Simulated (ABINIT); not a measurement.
## Effort and miss along a sweep of ecut: KTeOF3 (P2_1, 12 atoms in the cell)

Cell: a = 5.4786 Å, b = 5.8883 Å, c = 8.1446 Å, α = 90.00°, β = 108.24°, γ = 90.00°.

Level of theory: PBEsol, norm-conserving pseudopotentials (PseudoDojo nc-sr-04 PBEsol standard) (plane waves; ABINIT 10.0.3).

Base settings: pseudos = [K.upf, Te.upf, O.upf, F.upf]; ecut = 84 Ry; occopt = 3; tsmear = 0.00183747 Ha; ngkpt = 3 3 2; nshiftk = 1; shiftk = 0.5 0.5 0.5; potentials = PseudoDojo nc-sr-04 PBEsol standard; nband = 65; kptopt = 1.

Misses are taken against the tightest run, 84 Ry, which need not be fully converged itself. The energy is the free energy per atom.

The count of work is k-points × plane waves × bands × iterations; it is no time, and leaves out set-up, grids and terms that scale otherwise. Core times come from one kind of shared machine and are given to one figure; runs under 30 s give none.

The starting cell comes from a database of computed structures (which also holds hypothetical and non-ambient phases and stackings), without a prior relaxation at this level.

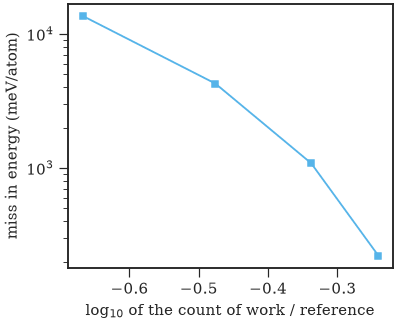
Figure: Miss against the count of work; the reference run is not drawn, and misses under 0.1 meV/atom are drawn there.

```tsv
ecut	energy less reference (meV/atom)	pressure less reference (GPa)	largest difference in the force on any atom (eV/Å)	count of work / reference	core time / reference (rough)
34 Ry	13603.05	-313.73	1.409	0.21	0.2
42 Ry	4254.64	-145.02	0.542	0.33	0.3
50 Ry	1083.29	-51.34	0.091	0.46	0.4
58 Ry	221.82	-14.04	0.033	0.57	0.6
84 Ry	0.00	0.00	0.000	1.0	1
```

The last two settings still differ by 220 meV/atom, so the table cannot show that the reference is converged.

The step from 34 Ry to 58 Ry: it takes the miss in the energy from 14000 to 220 meV/atom, for 2.7 times the count of work and roughly 2 times the time.
